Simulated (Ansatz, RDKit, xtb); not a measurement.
**Isomers of C3H4ClFO, a sample narrowed down, part 1 of 2**

A sample of isomers of C3H4ClFO is drawn. Aim: find which of them has the lowest free energy at 298.15 K, then its properties. The sample is small against all isomers, and the most stable one of this formula need not be in it.

Plan: many cheap relaxations first (GFN2-xTB), then density-functional screening, relaxation at PBE-D3(BJ)/def2-SVP, vibrations and a final energy. The numbers are computed, not measured.

### Step 1. Drawing up candidates

Isomers were taken from a list of plausible structures; this is a sample, not all of them. That gives 3 candidates.

```tsv
label	SMILES	spin
c109	F[C@@H]1OC[C@@H]1Cl	singlet
c299	F[C@@H]1OC[C@H]1Cl	singlet
c514	FC1(Cl)COC1	singlet
```

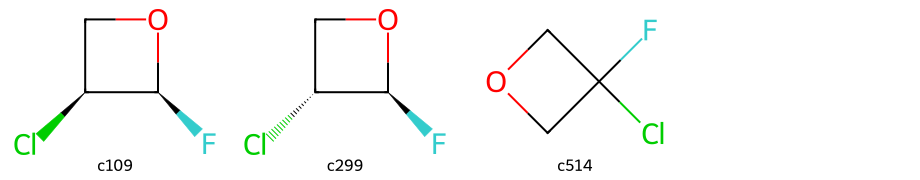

Structural formulas of the candidates.

Candidates are built by distance geometry, with a force field where one applies, in up to four conformers (letters a to d).

### Step 2. Search with GFN2-xTB

All 3 starts are relaxed the same way. One of them, c109a (taken from a list of positional isomers, embedded by distance geometry and MMFF94), in full:

start.xyz reads:

```xyz
10
c109a
C      0.829468     1.022339    -0.377032
C      1.234545    -0.982085    -0.589197
C      1.614358     0.203701    -1.456450
Cl     3.305046     0.534445    -1.701619
F      1.515362     1.529000     0.635196
O      0.138961    -0.238166     0.044555
H      0.086239     1.701177    -0.798485
H      1.955885    -1.310756     0.192732
H      0.857197    -1.864968    -1.108884
H      1.090579     0.211537    -2.375894
```

Command:

```console
$ xtb start.xyz --gfn 2 --opt
```

Output (excerpt; [...] marks lines left out):

```text
* xtb version 6.7.1
[...]
          :  # basis functions                  34          :
[...]
          :  # electrons                        36          :
[...]
          :  Hamiltonian                  GFN2-xTB          :
[...]
          :  net charge                          0          :
          :  unpaired electrons                  0          :
[...]
   *** convergence criteria satisfied after 13 iterations ***
[...]
   *** GEOMETRY OPTIMIZATION CONVERGED AFTER 11 ITERATIONS ***
[...]
   *** convergence criteria satisfied after 3 iterations ***
[...]
         ::                     SUMMARY                     ::
         :::::::::::::::::::::::::::::::::::::::::::::::::::::
         :: total energy             -21.782228730211 Eh    ::
         :: gradient norm              0.000229385878 Eh/a0 ::
         :: HOMO-LUMO gap              6.877299726350 eV    ::
         ::.................................................::
         :: SCC energy               -21.901513610133 Eh    ::
         :: -> isotropic ES            0.037030953462 Eh    ::
         :: -> anisotropic ES          0.000998374501 Eh    ::
         :: -> anisotropic XC         -0.004991976599 Eh    ::
         :: -> dispersion             -0.005917129660 Eh    ::
         :: repulsion energy           0.119284879923 Eh    ::
         :: add. restraining           0.000000000000 Eh    ::
         :: total charge               0.000000000000 e     ::
         :::::::::::::::::::::::::::::::::::::::::::::::::::::
[...]
        18        2.0000           -0.4341551             -11.8140 (HOMO)
        19                         -0.1814190              -4.9367 (LUMO)
[...]
     #   Z          covCN         q      C6AA      α(0)
     1   6          3.922     0.278    16.333     5.744
     2   6          4.061     0.070    19.332     6.245
     3   6          3.818     0.044    19.824     6.337
     4  17          0.909    -0.149   103.785    15.585
     5   9          0.784    -0.220    11.444     3.996
     6   8          1.754    -0.297    18.933     5.875
     7   1          0.924     0.054     2.270     2.356
     8   1          0.924     0.081     1.974     2.197
     9   1          0.924     0.066     2.130     2.283
    10   1          0.925     0.073     2.054     2.241
[...]
     #   Z sym  total        # sym  WBO       # sym  WBO       # sym  WBO
 ---------------------------------------------------------------------------
     1   6      3.900 --     6      1.000     3      0.966     7      0.952
                             5      0.945
     2   6      3.935 --     3      0.993     9      0.972     8      0.969
                             6      0.963
     3   6      3.946 --     2      0.993    10      0.971     4      0.971
                             1      0.966
     4  17      1.045 --     3      0.971
     5   9      1.049 --     1      0.945
     6   8      2.078 --     1      1.000     2      0.963
     7   1      0.997 --     1      0.952
     8   1      0.994 --     2      0.969
     9   1      0.996 --     2      0.972
    10   1      0.995 --     3      0.971
[...]
molecular dipole:
                 x           y           z       tot (Debye)
 q only:       -0.476      -0.593      -0.811
   full:       -0.485      -0.529      -0.935       2.994
molecular quadrupole (traceless):
[...]
          | TOTAL ENERGY              -21.782228730211 Eh   |
          | GRADIENT NORM               0.000229385878 Eh/α |
          | HOMO-LUMO GAP               6.877299726350 eV   |
           -------------------------------------------------
[...]
```

Wall time 0.058 s (2 threads of Arm Neoverse V2, shared host).

### Step 3. What the search left

3 of the 3 relaxations converged. 3 distinct structures remain:

```tsv
label	start	SMILES after	spin	energy (kcal/mol)
c299a	drawn	F[C@@H]1OC[C@H]1Cl	singlet	0.0
c109a	drawn	F[C@@H]1OC[C@@H]1Cl	singlet	2.3
c514a	drawn	FC1(Cl)COC1	singlet	3.9
```

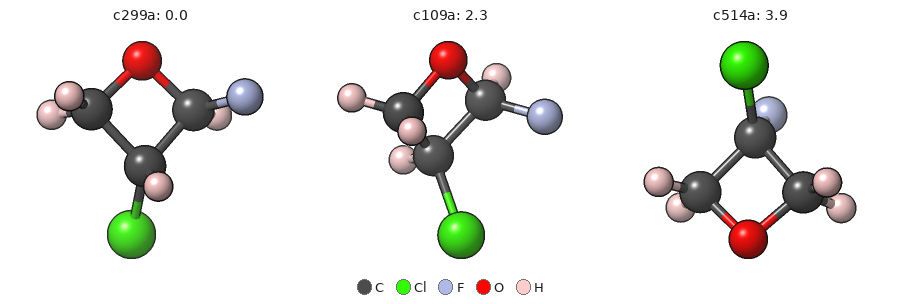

The 3 lowest minima that did not fall apart, with their GFN2-xTB energies in kcal/mol.

### Step 4. Single points on the low minima

A choice of the minima (the low ones first, few conformers of a pattern, up to a cap) and the lowest that fell apart get a single point at r2SCAN-D4/def2-SVP on the tight-binding geometry, and one at HF/STO-3G for comparison. Some singlets are also tried as triplets at the same geometry (label ending in t). The first, c299a:

input.yaml reads:

```yaml
crystal:
  periodic: [false, false, false]
  atoms:
    - symbol: C
      position_ang: [-0.736204, -0.933525, -0.445810]
    - symbol: C
      position_ang: [0.829743, 0.379866, -0.655206]
    - symbol: C
      position_ang: [0.282352, -0.721753, -1.570912]
    - symbol: Cl
      position_ang: [1.359935, -2.074294, -1.903928]
    - symbol: F
      position_ang: [-2.018187, -0.683390, -0.837211]
    - symbol: O
      position_ang: [-0.203330, 0.116638, 0.304086]
    - symbol: H
      position_ang: [-0.746451, -1.898522, 0.075328]
    - symbol: H
      position_ang: [0.775872, 1.396059, -1.050301]
    - symbol: H
      position_ang: [1.818986, 0.182968, -0.238004]
    - symbol: H
      position_ang: [-0.161563, -0.385865, -2.506960]
basis:
  gaussian: {orbitals: def2-SVP}
hamiltonian: {xc: {name: r2SCAN}, dispersion: d4}
scf: {lower_state_search: off}
output: {orbitals: {seedname: orbitals}}
```

Command:

```console
$ ansatz run input.yaml --threads 2 --pin off --max-ram 5220MiB --events-out events.jsonl --progress --plain --runs-dir runs
```

Output (excerpt; [...] marks lines left out):

```text
Warning: RAYON_NUM_THREADS=2 ignored (pool sized by the plan → 2); use --threads N
Functional definition: r2SCAN
  name "r2SCAN"
[...]
1192 factors; their error is unknown
[...]
mean field -20446.84337240 eV, -751.4076345675 hartree, gradient 8.0e-6 eV, S^2 0.000000; 0 other end points of the search recorded, 0 dependent functions left out
reference -20446.84337980 eV, -751.4076348393 hartree; 28, 28 occupied and 80, 80 virtual orbitals, 1192 factors
Total energy: -20446.89634121 eV, -751.4095811354 hartree
Checks for a lower state left out: stability, starts, cluster_reference, orbital_swaps, neighbouring_geometries, increment
```

Run time: 1.9 s. Hardware: 2 threads of Arm Neoverse V2, shared host; peak memory 0.13 GiB.

Relative energies in kcal/mol, each column from its lowest structure that stays in one piece:

```tsv
label	SMILES	spin	GFN2-xTB	HF/STO-3G	r2SCAN-D4/def2-SVP
c299a	F[C@@H]1OC[C@H]1Cl	singlet	0.0	0.0	0.0
c109a	F[C@@H]1OC[C@@H]1Cl	singlet	2.3	0.7	0.5
c514a	FC1(Cl)COC1	singlet	3.9	1.7	6.8
c299at	F[C@@H]1OC[C@H]1Cl	triplet	–	–	154.8
c514at	FC1(Cl)COC1	triplet	–	–	162.9
```

### Step 5. Refinement at PBE-D3(BJ)/def2-SVP

3 candidates are relaxed at PBE-D3(BJ)/def2-SVP (chosen among the lowest in one piece). The first, c299a:

input.yaml reads:

```yaml
crystal:
  periodic: [false, false, false]
  atoms:
    - {symbol: C, position_ang: [-0.736204, -0.933525, -0.445810]}
    - {symbol: C, position_ang: [0.829743, 0.379866, -0.655206]}
    - {symbol: C, position_ang: [0.282352, -0.721753, -1.570912]}
    - {symbol: Cl, position_ang: [1.359935, -2.074294, -1.903928]}
    - {symbol: F, position_ang: [-2.018187, -0.683390, -0.837211]}
    - {symbol: O, position_ang: [-0.203330, 0.116638, 0.304086]}
    - {symbol: H, position_ang: [-0.746451, -1.898522, 0.075328]}
    - {symbol: H, position_ang: [0.775872, 1.396059, -1.050301]}
    - {symbol: H, position_ang: [1.818986, 0.182968, -0.238004]}
    - {symbol: H, position_ang: [-0.161563, -0.385865, -2.506960]}
basis:
  gaussian:
    orbitals: def2-SVP
scf:
  lower_state_search: "off"
hamiltonian:
  xc: pbe
  dispersion: d3bj
relax:
  f_tol: 0.003
```

Command:

```console
$ ansatz run input.yaml --threads 2 --pin off --max-ram 5220MiB --events-out events.jsonl --progress --plain --runs-dir runs
```

Output (excerpt; [...] marks lines left out):

```text
Warning: RAYON_NUM_THREADS=2 ignored (pool sized by the plan → 2); use --threads N
[...]
Functional definition: PBE
  name "PBE"
[...]
1192 factors; their error is unknown
[...]
mean field -20437.87644798 eV, -751.0781061730 hartree, gradient 4.3e-6 eV, S^2 0.000000; 0 other end points of the search recorded, 0 dependent functions left out
[...]
reference -20437.87647450 eV, -751.0781071477 hartree; 28, 28 occupied and 80, 80 virtual orbitals, 1192 factors
relax step   1: F+E_penalty+E_count = -20438.09363071 eV  Δ(F+E_penalty+E_count) = +0.000e0 eV  max|allowed force component| = 6.718e-1 eV/Å  Δτ_max = 0.0000 Å  (19 SCF iters, accepted)
[...]
relax step   3: F+E_penalty+E_count = -20438.14024312 eV  Δ(F+E_penalty+E_count) = -5.811e-3 eV  max|allowed force component| = 5.643e-2 eV/Å  Δτ_max = 0.0147 Å  (21 SCF iters, accepted)
[...]
Atom 1 at     0.833267     0.383378    -0.646460 Å, force    -0.000002    -0.001162    -0.001360 eV/Å
Atom 2 at     0.284020    -0.718155    -1.568839 Å, force     0.001699    -0.000385    -0.000052 eV/Å
Atom 3 at     1.356408    -2.080490    -1.976026 Å, force     0.000259    -0.000697    -0.000405 eV/Å
Atom 4 at    -2.053606    -0.785792    -0.842336 Å, force    -0.000737    -0.000344     0.000149 eV/Å
Atom 5 at    -0.285777     0.206359     0.256256 Å, force     0.000469     0.000839     0.001049 eV/Å
Atom 6 at    -0.673391    -1.878508     0.132024 Å, force     0.000386    -0.000073     0.000151 eV/Å
Atom 7 at     0.883189     1.410868    -1.065679 Å, force    -0.000642     0.001409     0.000896 eV/Å
Atom 8 at     1.803681     0.120143    -0.174286 Å, force     0.000365    -0.000186     0.000542 eV/Å
Atom 9 at    -0.195613    -0.349889    -2.494948 Å, force    -0.000703    -0.000645     0.000698 eV/Å
Dipole moment:     0.238715     0.092096    -0.132720 e Å
Checks for a lower state left out: stability, starts, cluster_reference, orbital_swaps, neighbouring_geometries, increment
```

Wall time 15 s (2 threads of Arm Neoverse V2, shared host); peak memory 0.14 GiB.

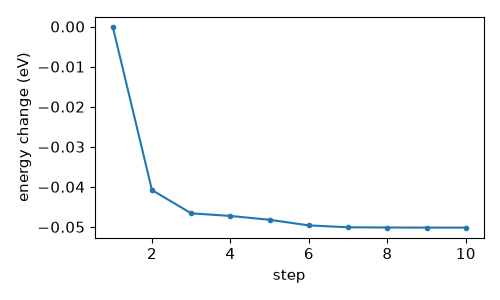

Energy along the run, all evaluated steps.

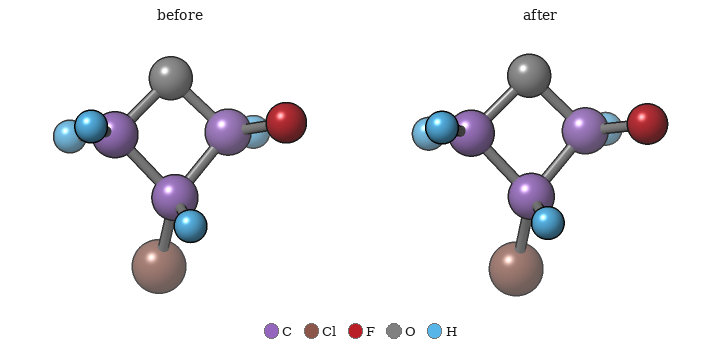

Before and after, at one scale.

After the run. Bond lengths: C1–C3 1.540 Å, C2–C3 1.538 Å, C3–Cl4 1.781 Å, C1–F5 1.368 Å, C1–O6 1.416 Å, C2–O6 1.449 Å, C1–H7 1.115 Å, C2–H8 1.111 Å, C2–H9 1.111 Å, C3–H10 1.106 Å. Some angles: C1–C3–C2 84.4°, C1–C3–Cl4 117.8°, C2–C3–Cl4 118.0°, C3–C1–F5 114.6°, C3–C1–O6 91.8°, F5–C1–O6 111.8°, C3–C2–O6 90.6°, C1–O6–C2 92.4°, C1–C3–H10 111.3°, C2–C3–H10 114.7°.

### Step 6. The relaxed candidates

```tsv
label	spin	r2SCAN-D4/def2-SVP (kcal/mol)	PBE-D3(BJ)/def2-SVP, relaxed (kcal/mol)	time
c299a	singlet	0.0	0.0	15 s
c109a	singlet	0.5	0.8	15 s
c514a	singlet	6.8	6.8	11 s
```

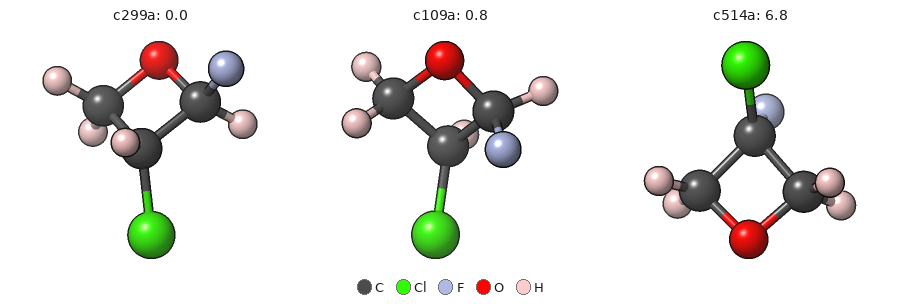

The relaxed structures, with energies at PBE-D3(BJ)/def2-SVP in kcal/mol.

(Continued in part 2 of 2.)
